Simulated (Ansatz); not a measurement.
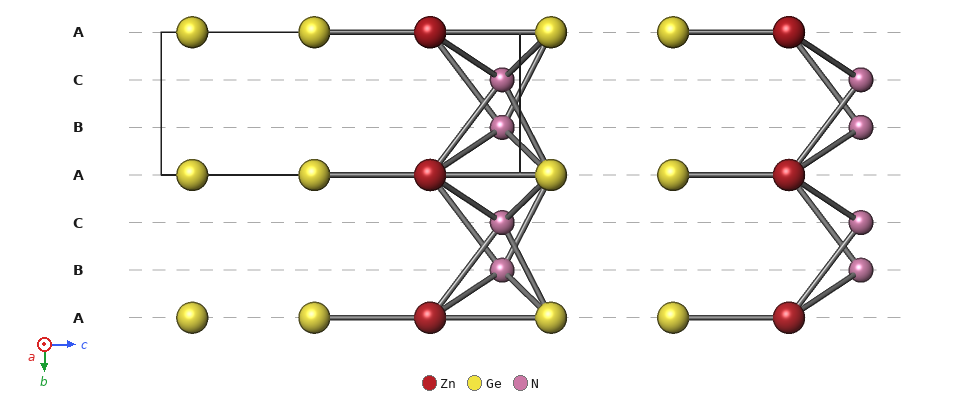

The picture looks along a close-packed row of the hexagonal mesh; c points to the right. The dashed lines mark the three columns A (0, 0), B (1/3, 2/3) and C (2/3, 1/3). The sequence starts with the first layer at or above the cell's origin.

ZnGe2N2 (space group P6mm, No. 183). Coordinates: the input geometry of an electronic-structure calculation (not necessarily at equilibrium); the starting structure was generated, so it need not be a known form of this composition.

Q: List the layers of one repeat.

A: Ge(A) – Ge(A) – Zn(A) – N(B)+N(C) (four layers in 7.64 Å).

Heights of the layers:

```json
{"layer": "1", "atoms (column)": "Ge(A)", "height (Å)": "0.66", "to next (Å)": "2.60"}
{"layer": "2", "atoms (column)": "Ge(A)", "height (Å)": "3.26", "to next (Å)": "2.47"}
{"layer": "3", "atoms (column)": "Zn(A)", "height (Å)": "5.73", "to next (Å)": "1.53"}
{"layer": "4", "atoms (column)": "N(B)+N(C)", "height (Å)": "7.26", "to next (Å)": "1.04"}
```
